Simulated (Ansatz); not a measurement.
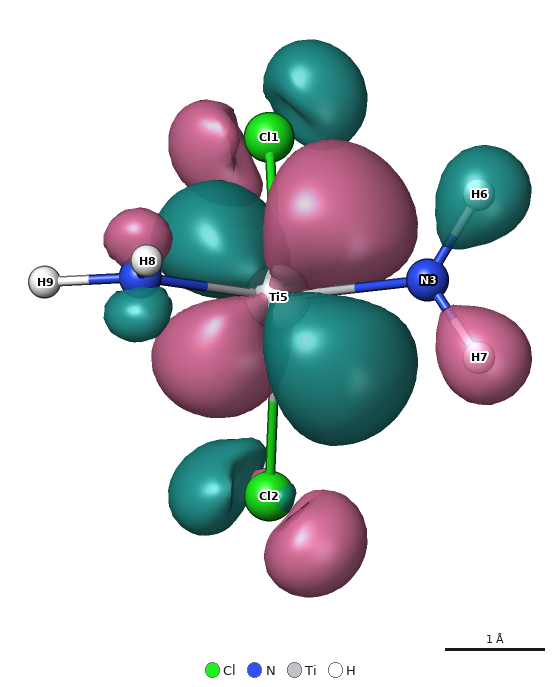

*Cl2H4N2Ti (SMILES [NH2][Ti]([NH2])([Cl])[Cl]). One frontier orbital at ±0.1 Å⁻³ᐟ² (teal and pink are the two phases), seen from one side.*

Geometry: PBE0-D4/def2-SVP.

All numbers below come from isolated molecule in a Gaussian basis; Kohn-Sham density functional theory, functional PBE0 in Ansatz 0.2.0.

Input

```
crystal:
  periodic: [false, false, false]
  atoms:
    - {symbol: Cl, position_ang: [-0.200408, -1.927510, -1.622618]}
    - {symbol: Cl, position_ang: [2.173050, 0.867601, -1.186783]}
    - {symbol: "N", position_ang: [-1.086585, 1.114402, -0.657922]}
    - {symbol: N, position_ang: [0.422097, -0.469337, 1.277564]}
    - {symbol: Ti, position_ang: [0.295701, -0.081924, -0.516868]}
    - {symbol: H, position_ang: [-2.045150, 0.854330, -0.881628]}
    - {symbol: H, position_ang: [-0.964377, 2.124752, -0.686557]}
    - {symbol: H, position_ang: [-0.152758, -0.096334, 2.026817]}
    - {symbol: H, position_ang: [1.118153, -1.118499, 1.641015]}
basis:
  gaussian: {orbitals: def2-TZVPD}
hamiltonian: {xc: pbe0}
output: {forces: true, orbitals: {seedname: orbitals}}
```

Run with:

```sh
ansatz run input.yaml --threads 2 --pin off --max-ram 5220MiB --events-out events.jsonl --progress --plain --runs-dir runs
```

Q: Which orbital is it: HOMO or LUMO?

A: The LUMO, at −2.30 eV. By Hirshfeld shares it lies mainly on Ti5 (about 75 %), Cl1 (about 5 %) and Cl2 (about 5 %).
